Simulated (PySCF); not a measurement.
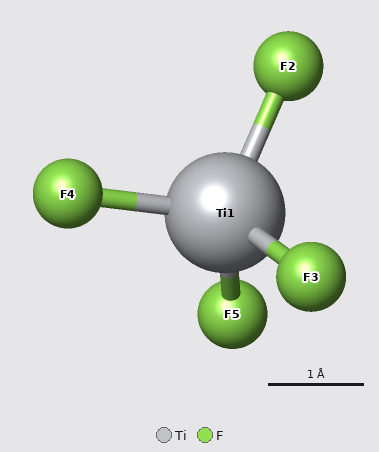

The structure (ball-and-stick view, seen at a tilt; atoms are numbered from 1 in the order of the input). Sticks mark near contacts. Bond lengths as drawn: F–Ti 1.73 Å.

## Run report: TiF4, frequency calculation

TiF4, computed with RKS-based B3LYP, Ti def2-SVP, F def2-SVP; non-relativistic Hamiltonian; density fitting (PySCF 2.14.0).

### Output
```
init E= -1248.72180953919
  HOMO = -0.436779553845783  LUMO = -0.120662827016395  gap/eV = 8.60197
cycle= 1 E= -1248.72180953917  delta_E= 2.18e-11  |g|= 1.17e-05  |ddm|= 9.08e-06
  HOMO = -0.436778570032087  LUMO = -0.120666607824091  gap/eV = 8.60184
cycle= 2 E= -1248.72180953895  delta_E= 2.15e-10  |g|= 3.48e-05  |ddm|= 2.59e-05
  HOMO = -0.436779425995246  LUMO = -0.12066402169344  gap/eV = 8.60194
cycle= 3 E= -1248.7218095392  delta_E= -2.47e-10  |g|= 4.74e-07  |ddm|= 1.9e-05
  HOMO = -0.436779376422854  LUMO = -0.120663903894452  gap/eV = 8.60194
cycle= 4 E= -1248.72180953919  delta_E= 1.18e-11  |g|= 6.55e-08  |ddm|= 3.74e-07
  HOMO = -0.43677937607773  LUMO = -0.120663901446185  gap/eV = 8.60194
Extra cycle  E= -1248.7218095392  delta_E= -8.64e-12  |g|= 1.43e-07  |ddm|= 1.22e-07
converged SCF energy = -1248.7218095392
```

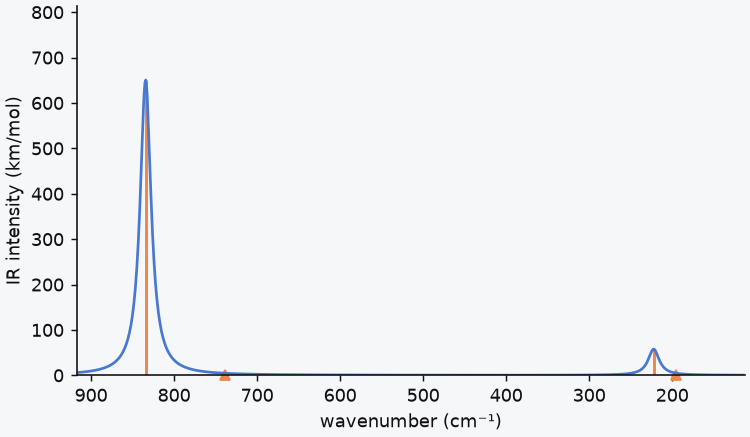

Harmonic infrared spectrum, unscaled: sticks (degenerate modes added up, dark ones marked on the axis) with a Lorentzian envelope of 16 cm⁻¹ full width, scaled to the tallest stick. 9 modes from 195 to 834 cm⁻¹, none imaginary. The strongest line is at 834 cm⁻¹ (651 km/mol). All modes, in cm⁻¹ (km/mol): 195 (0.0), 195 (0.0), 222 (19.2), 222 (19.2), 222 (19.2), 739 (0.0), 834 (217), 834 (217), 834 (217).

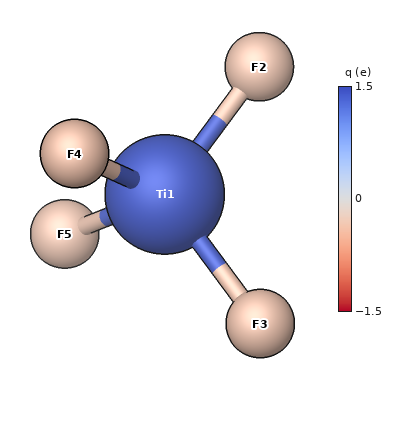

Mulliken charges, as the colour of each atom (ball-and-stick view, seen at a tilt; atoms are numbered from 1 in the order of the input). By element: Ti +1.38 and F −0.35 e.

The run was set up as follows.

### Input
```python
from pyscf import gto, scf, dft
mol = gto.M(atom='''
Ti    -0.000000     0.000000     0.000000
F      1.416259    -0.000048     1.001447
F     -1.416259    -0.000000     1.001447
F      0.000024     1.416283    -1.001413
F     -0.000024    -1.416235    -1.001481''',
    basis={'Ti': 'def2-SVP', 'F': 'def2-SVP'},
    charge=0, spin=0)
mf = dft.RKS(mol, xc='B3LYP')
mf.grids.atom_grid = (75, 302)
aux = {'Ti': 'def2-universal-JKFIT', 'F': 'def2-universal-JKFIT'}
mf = mf.density_fit(auxbasis=aux)
mf.conv_tol = 1e-09
mf.diis_space = 10
mf.max_cycle = 60
mf.verbose = 4
mf.kernel()
```

The script is an equivalent of the set-up of the self-consistent field. The run itself was carried out by a driver, which started from the orbitals of the step before it where there was one and computed the further properties.

Run as:
```bash
OMP_NUM_THREADS=2 python axn.py task.json out
```

### Summary

```json
{"quantity": "outcome", "value": "converged"}
{"quantity": "total energy", "value": "−1248.721810 hartree"}
{"quantity": "HOMO", "value": "−11.89 eV"}
{"quantity": "LUMO", "value": "−3.28 eV"}
{"quantity": "zero-point energy", "value": "0.009795 hartree"}
{"quantity": "dipole moment", "value": "0.00 D"}
{"quantity": "wavenumbers, lowest and highest", "value": "195 and 834 cm⁻¹"}
{"quantity": "hardware", "value": "2 threads of Arm Neoverse V2, 112 GiB of memory available, shared host"}
{"quantity": "wall time", "value": "17 s (CPU time 29 s)"}
{"quantity": "peak memory", "value": "1.2 GiB"}
```
